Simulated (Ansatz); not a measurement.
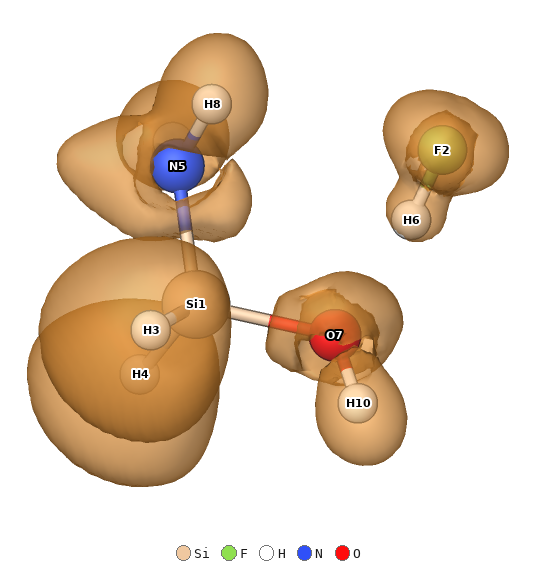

Figure. H$_{5}$NOSi···HF. Isosurface of the ELF at 0.8 (orange), seen at a tilt. Core shells and regions of very low density are left out.

The product side of a reaction path; geometry: PBE0-D4/def2-TZVP.

Level of theory: RKS PBE0-D4/def2-TZVPP (Ansatz).

```xyz
10

Si   -0.9156    0.2970   -0.0394
F     2.2900   -0.9894   -0.5575
H    -1.7828   -0.6758   -0.7487
H    -1.6524    1.5392    0.2934
N    -0.3038   -0.3546    1.3983
H     1.6575   -0.3278   -0.7880
O     0.3460    0.6616   -1.0838
H     0.2605   -1.1904    1.3837
H    -0.0336    0.2538    2.1536
H     0.1339    0.7863   -2.0117
```

> Where are the electrons localised?

At this value the surface marks out two regions around hydrogen nuclei, one joined region spread over several atoms (F, H), in which their bonds and any lone pairs are merged, one joined region spread over several atoms (H, N), in which their bonds and any lone pairs are merged and one joined region spread over several atoms (H, O), in which their bonds and any lone pairs are merged. Profiles from the grid: O7···H6 (1.67 Å): the ELF dips to about 0.20 between them (a closed-shell contact with the geometry of a hydrogen bond). Si–O (1.68 Å): the ELF peaks at about 0.90 between the atoms: a polar covalent bond.
